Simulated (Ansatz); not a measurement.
Consider CH2AlB.

```xyz
5

B     0.5878   -0.6953    1.7107
C    -0.3386   -1.1940    0.8099
Al   -0.0659    0.2853   -0.4275
H    -1.0475    0.0361   -1.6632
H     0.8643    1.5679   -0.4299
```

Level of theory: RKS r2SCANh-D4/def2-SVP (Ansatz 0.2.0).

Q: What can the converged electron density and electron localisation function tell about the bonding?

A: C–B (1.39 Å): ρ at the midpoint is about 1.4 e/Å³; the ELF peaks at about 0.70 between the atoms.
C–Al (1.95 Å): ρ is about 0.62 e/Å³ halfway; the ELF peaks at about 0.90 in the valence shell of C, 0.8 Å from its nucleus, and is about 0.70 at the midpoint.
Al–B (2.44 Å): ρ is about 0.43 e/Å³ halfway; the ELF peaks at about 0.75 in the valence shell of B, 0.9 Å from its nucleus, and is about 0.70 at the midpoint.
Al–H (1.58 Å): the density is about 0.54 e/Å³ at the midpoint; the ELF climbs to about 1 towards the hydrogen.

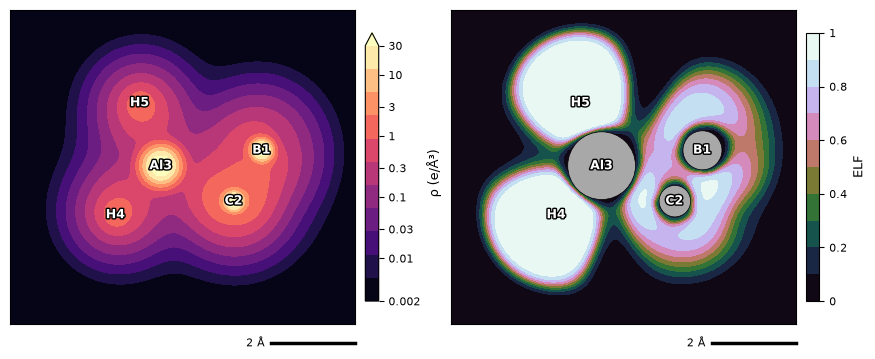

Computed electron density and electron localisation function on the molecular plane, in this order. Grey discs cover the atomic cores in the ELF map. 
